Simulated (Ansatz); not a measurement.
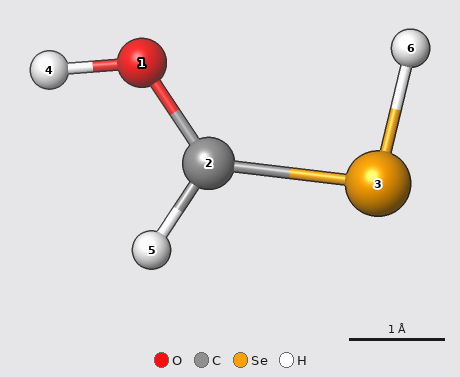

CH$_{3}$OSe (charge +1), before the relaxation. Style: ball-and-stick. Shown face on.

The run prepares an end point of a later path (torsion) calculation, from a guessed geometry.

Method: Ansatz, RKS PBE0/def2-SVPD.

Input file:
```yaml
crystal:
  periodic: [false, false, false]
  atoms:
    - { symbol: O, position_ang: [-0.83169, -0.73896, -0.51267] }
    - { symbol: C, position_ang: [0.30413, -0.1648, -0.54416] }
    - { symbol: Se, position_ang: [1.60582, -0.22057, -1.78365] }
    - { symbol: H, position_ang: [-1.4226, -0.58868, 0.2519] }
    - { symbol: H, position_ang: [0.49072, 0.45886, 0.3331] }
    - { symbol: H, position_ang: [0.92151, -1.13051, -2.70648] }
total_charge: 1
basis:
  gaussian: { orbitals: def2-SVPD }
hamiltonian:
  xc: pbe0
relax:
  f_tol: 0.015
  max_steps: 40
```

Command:
```bash
ansatz run input.yaml --threads 2 --pin off --max-ram 3072MiB --backend cpu --events-out ev --progress --plain --runs-dir out
```

What does the optimiser find from here?

The energy falls by 2.44 kcal/mol in 5 accepted moves (6 points after the start). Largest force component: 1.2 eV/Å at the start, 0.0014 eV/Å at the end. The line search rejected the trial step at point 2 of the run. The atom that moves furthest after the best rigid fit is H6 (0.14 Å). By element the largest moves are H 0.14 Å, O 0.09 Å, C 0.05 Å, Se 0.01 Å. Near-neighbour distances that change, for instance: Se3–H6 1.466 → 1.480 Å, C2–H5 1.092 → 1.100 Å, C2–Se3 1.798 → 1.804 Å. Bond angles that change, for instance: O1–C2–Se3 130.5° → 122.8°, O1–C2–H5 113.0° → 120.1°, C2–O1–H4 119.3° → 115.0°. Cost: 15 s on 2 threads of AMD EPYC 7B13 (Zen 3), on a shared host, peak memory 0.25 GiB.

History of the run:

| step | E − E(0), kcal/mol | largest force component, eV/Å | note |
| --- | --- | --- | --- |
| 0 | 0.00 | 1.1711 |  |
| 1 | -1.87 | 0.7443 |  |
| 2 | -1.58 | 0.7607 | rejected |
| 3 | -2.40 | 0.1560 |  |
| 4 | -2.44 | 0.0700 |  |
| 5 | -2.44 | 0.0196 |  |
| 6 | -2.44 | 0.0014 |  |

The structure at the end:

```xyz
6

O    -0.7881   -0.7606   -0.5891
C     0.3187   -0.1309   -0.5037
Se    1.5952   -0.2224   -1.7753
H    -1.3950   -0.6300    0.1615
H     0.5271    0.5012    0.3727
H     0.8100   -1.1420   -2.6281
```

The end point in the same view:

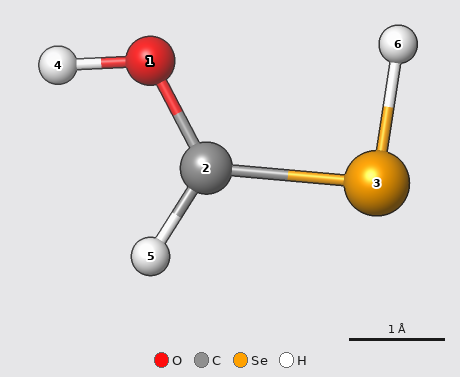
